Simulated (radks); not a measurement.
# Atomic calculation for Ar³⁺

System: Ar³⁺ (Z = 18, 15 electrons) in the configuration [Ne] 3s2 3p3 (high spin).
Method: non-relativistic Kohn-Sham, r2SCAN, spin-polarised, spherical densities, point nucleus (the in-house radial solver radks).

### Results in brief

| quantity | value |
| --- | --- |
| outcome | converged |
| total energy | −524.426962 hartree |
| kinetic energy | 523.926306 hartree |
| electron–nucleus energy | −1222.8545 hartree |
| Hartree energy | 204.106740 hartree |
| exchange–correlation energy | −29.605518 hartree |
| radius at density 0.001 e/bohr³ | 2.95 bohr |
| SCF iterations | 11 |
| hardware | 1 CPU thread, shared host |

### The input
```
Z 18
configuration [Ne] 3s2 3p3
relativity non-relativistic
functional r2scan,r2scan
spin polarised
nucleus point
```

Energies in input and log are in hartree, lengths in bohr.

### Output
```
1s      1   1.0000        -116.56532520
2s      1   1.0000         -12.80200406
2p      1   3.0000         -10.35106829
3s      1   1.0000          -2.52354221
3p      1   3.0000          -1.92535524
1s      2   1.0000        -116.52544867
2s      2   1.0000         -12.78097687
2p      2   3.0000         -10.30694824
3s      2   1.0000          -2.29120633
3p      2   0.0000          -1.70611510
Etot -524.4269620781507
Ekin 523.926305793881
Encl -1222.8544894695137
Eh 204.10673983172182
Exc -29.60551823423986
err 9.91264878116802e-07
it 11
```

### Slater integrals of the outer shells (hartree)

```
 integral   value
F0(3p,3p)  0.6499
F2(3p,3p)  0.3332
F0(3p,3s)  0.6715
G1(3p,3s)  0.4519
F0(3p,2p)  0.8754
F2(3p,2p)  0.1641
G0(3p,2p)  0.0662
G2(3p,2p)  0.0671
F0(3p,2s)  0.8625
G1(3p,2s)  0.0507
F0(3s,3s)  0.6958
F0(3s,2p)  0.9188
G1(3s,2p)  0.0730
F0(3s,2s)  0.9087
```

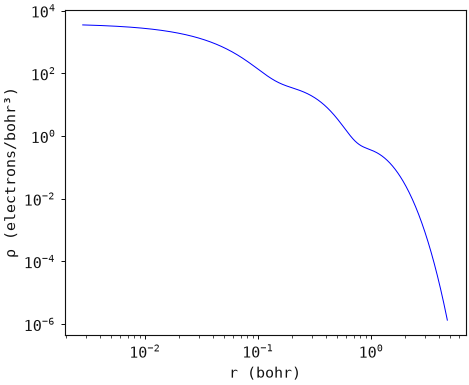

**Figure 1.** The electron density ρ(r) on a logarithmic scale. The density falls from 3500 electrons/bohr³ at the inner end (r = 0.0028 bohr) to 0.001 at r = 2.95 bohr, a common measure of the size of an atom or ion. At the nucleus d ln ρ/dr is −36 per bohr, near the cusp value −2Z = −36. The steps in the slope mark the shells; the radial density has its minima at 0.14 and 0.82 bohr.

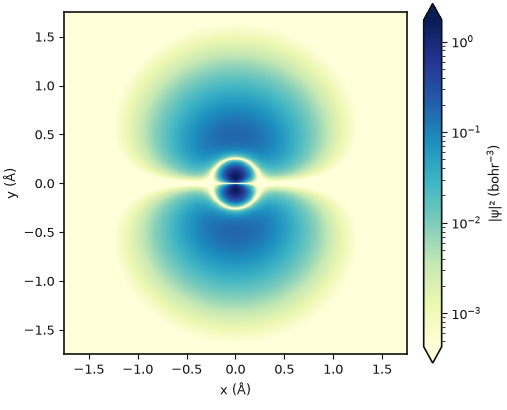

**Figure 2.** One occupied orbital of up spin is shown. In the xy plane through the nucleus, the colour gives |ψ|² on a logarithmic scale. (1 bohr = 0.529 Å.) The radial function comes from the spherical calculation and is multiplied by a real spherical harmonic; the overall sign is chosen so that the largest lobe of P(r) is positive. It is 3p(y) of up spin. It has the nodal plane xz and 1 radial node, at r = 0.485 bohr. The outermost maximum of P² lies at 1.20 bohr, ⟨r⟩ = 1.39 bohr, 90 % of the charge lies within 2.09 bohr, and the eigenvalue is −52.4 eV, with 3 electrons in the shell for this spin.

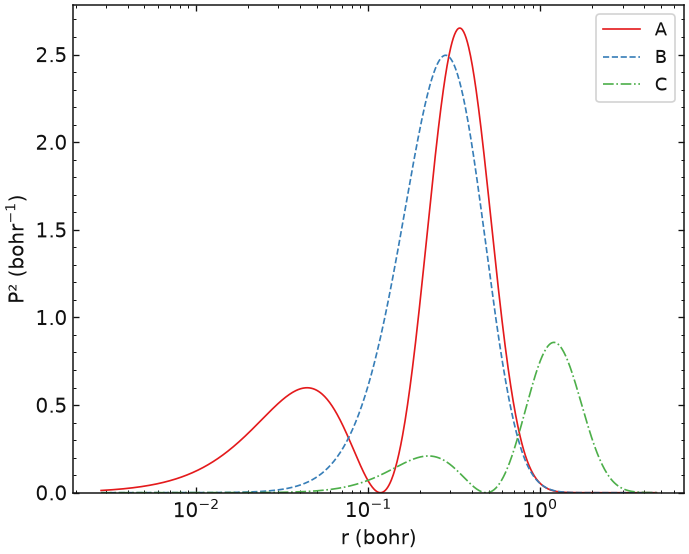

**Figure 3.** The radial probability densities P² of 3p up, 2s up and 2p up. A is 2s up; B is 2p up; C is 3p up. 2p up: outer maximum at 0.281 bohr, ⟨r⟩ = 0.376 bohr, 0 nodes, eigenvalue −281.7 eV; 2s up: outer maximum at 0.340 bohr, ⟨r⟩ = 0.414 bohr, 1 node, eigenvalue −348.4 eV; 3p up: outer maximum at 1.20 bohr, ⟨r⟩ = 1.39 bohr, 1 node, eigenvalue −52.4 eV.
